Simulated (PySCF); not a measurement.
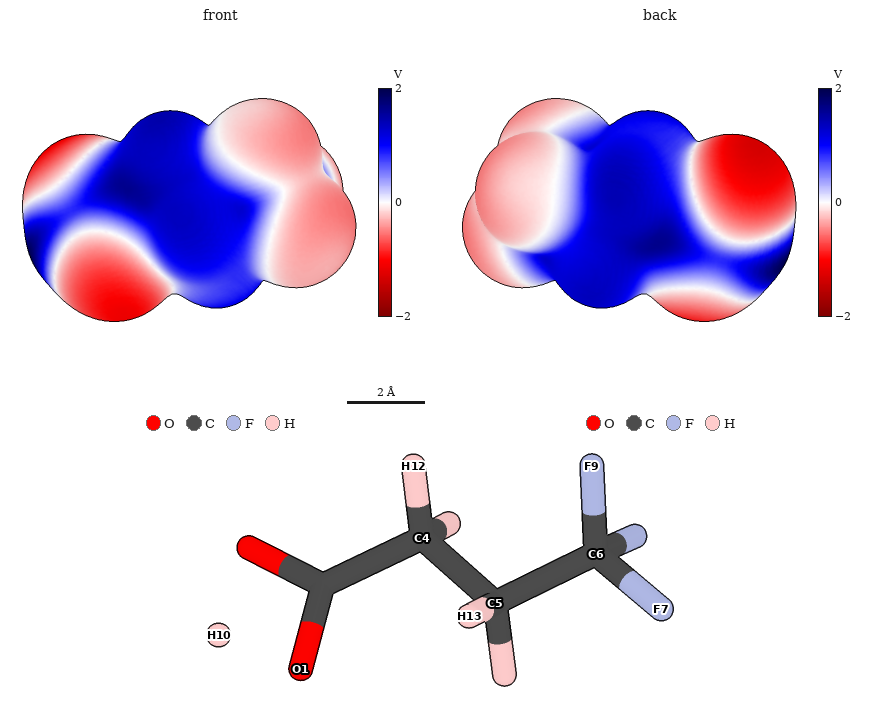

*C$_{4}$H$_{5}$F$_{3}$O$_{2}$. The molecular electrostatic potential painted on the density surface at 0.002 e/bohr³, seen from the front and from behind; the colour scale runs from red (negative) to blue (positive). The bare structure is drawn below in the same view.*

Geometry: GFN2-xTB; at this geometry the atoms fall into two loosely joined parts.

Level of theory: PySCF, PBE0/pcSseg-1, SCF density, in a benzene solvent model, non-relativistic.

Input file:

```
{"job": {"kind": "nmr", "xc": "PBE0", "basis": "pcSseg-1", "solvent": "benzene", "pop": false}, "charge": 0, "multiplicity": 1}
O      2.196279    -0.953087    -0.338185
C      1.785390     0.234830    -0.200743
O      2.752106     1.045069    -0.259061
C      0.363997     0.627982     0.001462
C     -0.554602    -0.592492     0.024563
C     -1.996669    -0.175159     0.230814
F     -2.825931    -1.225945     0.255539
F     -2.175561     0.484362     1.385754
F     -2.435045     0.639092    -0.741638
H      3.280528    -0.176686    -0.413328
H      0.294976     1.186789     0.939533
H      0.082282     1.313840    -0.803058
H     -0.490750    -1.140443    -0.917328
H     -0.277002    -1.268153     0.835677
```

Launched as:

```sh
OMP_NUM_THREADS=1 python ens_run.py task.json out
```

Where is the surface potential most negative and most positive?

Answer. The most negative region (about −1.2 V) lies over O3, the most positive (about +1.9 V) over H10. O3 is the likeliest acceptor of a hydrogen bond.

How polar is the molecule by this calculation?

Answer. Its dipole moment is 0.53 D.
